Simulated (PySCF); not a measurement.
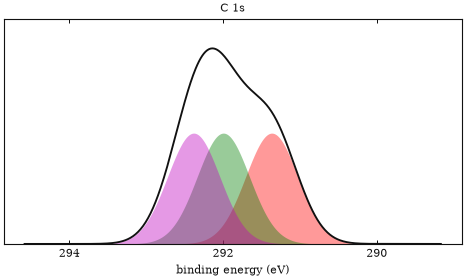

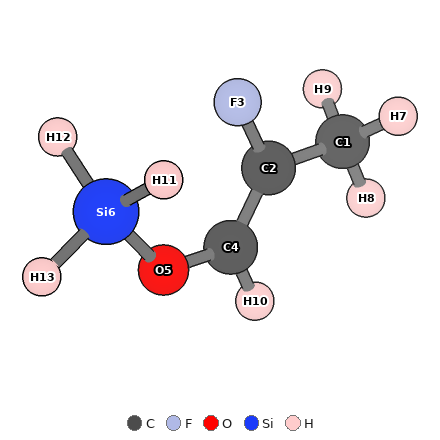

Simulated XPS of C₃H₇FOSi, SMILES C/C(F)=C/O[SiH3]. Vertical core-electron binding energies by ΔSCF (SCAN, pcX-2 on the ionised atom, pcseg-1 elsewhere, spin-free X2C; PySCF, at a PBE0-D3(BJ)/def2-SVP geometry (no frequency check)), gas phase, against the vacuum level. One atom of each kind was ionised; within a panel, areas follow the number of like atoms, Gaussians of 0.8 eV full width. Only the regions named are shown. Lines closer than the width merge in the curve.

**Assign the components.**

```
level  atoms  binding energy (eV)
 C 1s     C2                292.4
 C 1s     C4                292.0
 C 1s     C1                291.4
```

**How large is the chemical shift across the C 1s region?**

1.0 eV, from C1 at 291.4 eV to C2 at 292.4 eV.

Note: one conformer of a flexible molecule.
